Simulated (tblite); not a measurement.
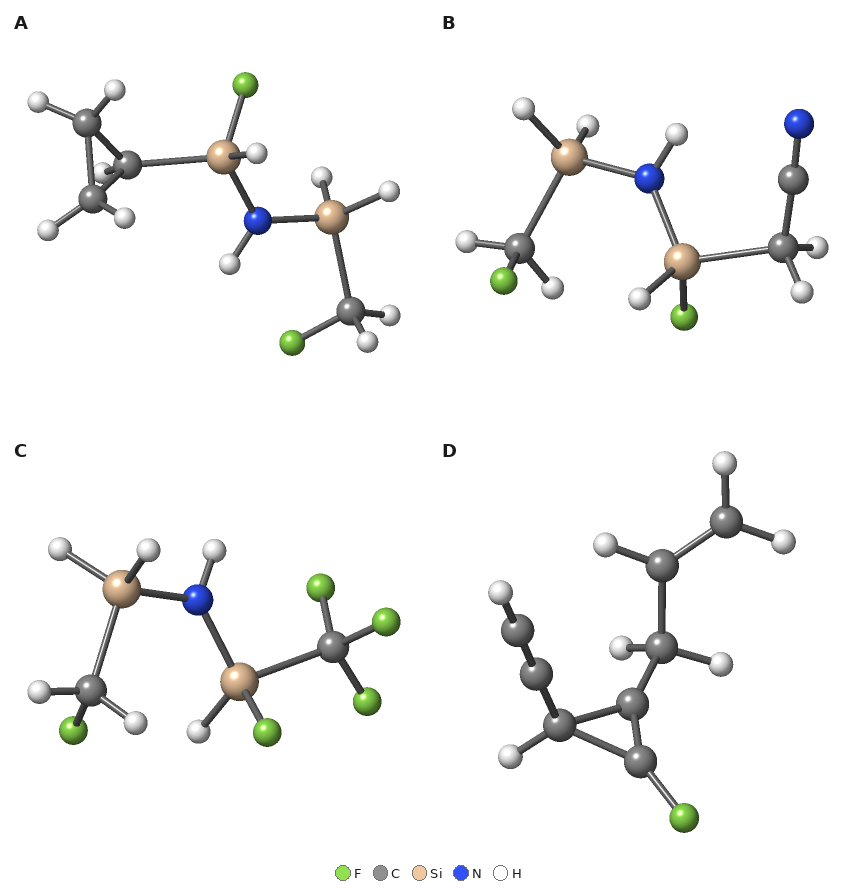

Source: calculation with tblite.

Which panel belongs to which SMILES?
(1) C#C[C@@H]1C(F)=C1CC=C
(2) FC[SiH2]N[Si@@H](F)C1CC1
(3) FC[SiH2]N[Si@H](F)C(F)(F)F
(4) N#CC[Si@H](F)N[SiH2]CF

Answer. A is (2), B is (4), C is (3), D is (1).
